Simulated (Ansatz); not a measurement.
Partial pair distribution functions of a relaxed model of amorphous Si24O49Ag2, broadened by 0.06 Å; density 2.45 g/cm³. These are PBE, scalar-relativistic without spin-orbit coupling (plane waves to 420 eV, PAW; Ansatz, an electronic-structure program) values and carry that method's errors.

The cell was made by melting and quenching with the CHGNet potential and then relaxed with DFT. O atoms were pushed apart under 1.9 Å during the dynamics, to hinder bonds among them. The hot cell started wider than the set density and was brought back towards it in steps. It is the lowest in DFT energy of 2 quenches. It is a model cell: composition and starting density were chosen by hand, and all elements were melted together. No dispersion term was used. Its density started from a set value of 2.45 and ended at 2.45 g/cm³. The simulated quench (nominally 400 K/ps over its main leg) is rapid and tends to freeze in more defects than a deposited or slowly cooled glass has. One small periodic cell is one sample of the glass; other quenches scatter about these values. The volume was held where the preparation left it and the shape relaxed, at a PBE pressure of -1.1 GPa (tension). Stress components on the final sampling reach 1.1 GPa.

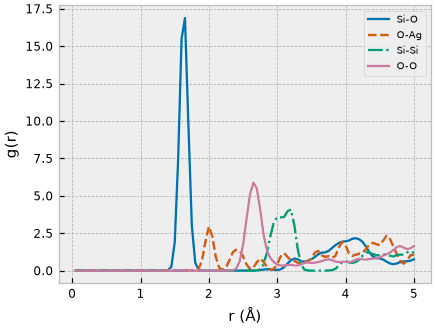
Figure. Partial pair distribution functions

Highest peaks under 4.5 Å: Si-O near 1.65 Å, O-Ag near 2.00 Å, Si-Si near 3.20 Å, O-O near 2.65 Å; pairs of few atoms are noisy.

Within 1.90 Å each Si has 4.00 O neighbours on average.
